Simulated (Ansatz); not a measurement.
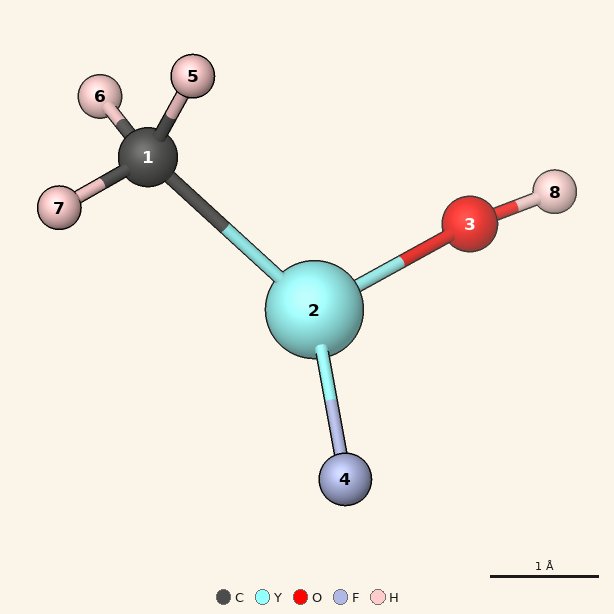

Simulated data, not a measurement (program: Ansatz).

Orthographic view. Atoms fade into the background with distance from the viewer. Charge 0, singlet. Geometry: moved along internal coordinates away from the minimum.

Write a Z-matrix (Å, degrees) in the order of the atom numbers, with these reference atoms: 2 to 1; 3 to 2, 1; 4 to 2, 3, 1; 5 to 1, 2, 4; 6 to 1, 5, 2; 7 to 1, 6, 5; 8 to 3, 4, 2.

```
C  
Y    1   2.205
O    2   2.010   1   114.8
F    2   2.005   3   123.2   1  -151.1
H    1   1.099   2   111.0   4    87.6
H    1   1.098   5   105.4   2  -123.2
H    1   1.098   6   106.8   5   112.4
H    3   0.953   4   142.1   2   174.4
```
